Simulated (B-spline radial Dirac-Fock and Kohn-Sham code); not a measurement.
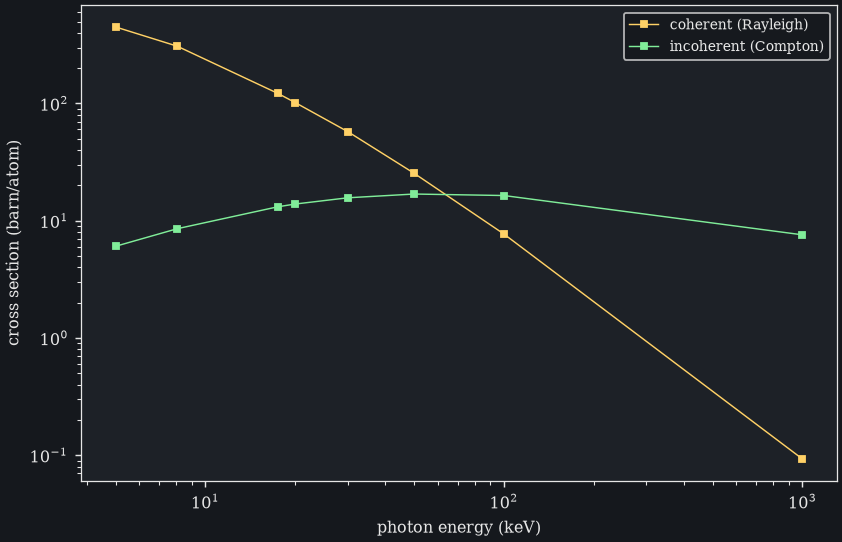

Coherent and incoherent photon scattering cross sections against photon energy, computed at the marked points and joined by straight lines. Species: Br⁻ in the configuration [Kr], inside a Watson sphere of charge +1 and radius 1.666 Å that stands in for a crystal. Level of theory: Thomson × f² and Klein–Nishina × S on Dirac–Fock densities, without anomalous dispersion; calculated with a B-spline radial atomic code.

**Where does Compton scattering overtake Rayleigh scattering?**

Between 50.0 keV and 100 keV.
